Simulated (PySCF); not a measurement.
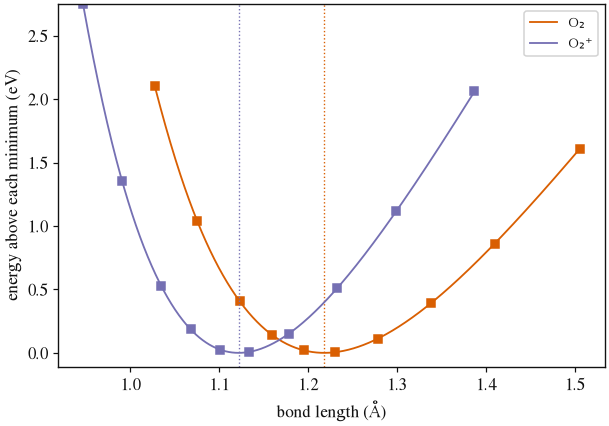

Bond curves of O₂, triplet (excess alpha electrons: πx +1, πy +1) and O₂⁺, doublet (excess alpha electrons: πx +1), each counted from its own minimum; dotted lines mark the fitted bond lengths. PBE/def2-TZVPPD with PySCF 2.14.0, on the lowest solution that a PBE0 search found for each, one reference determinant (UKS and UKS) with the occupation held, no spin-orbit coupling.

What does removing an electron do to the bond?

re goes from 1.218 to 1.122 Å (−0.096 Å) and ωe from 1555 to 1931 cm⁻¹ (+24 %). The electron leaves a π orbital, which by this response is antibonding in effect.

And the dissociation energies?

De is 6.22 eV for O₂ and 8.04 eV for O₂⁺, each to its own lowest fragments (O + O; O⁺ + O) in their ground configurations, without counterpoise.

Caveats, for all or some of the runs: lowest determinant of a PBE0 search, another state may lie lower.
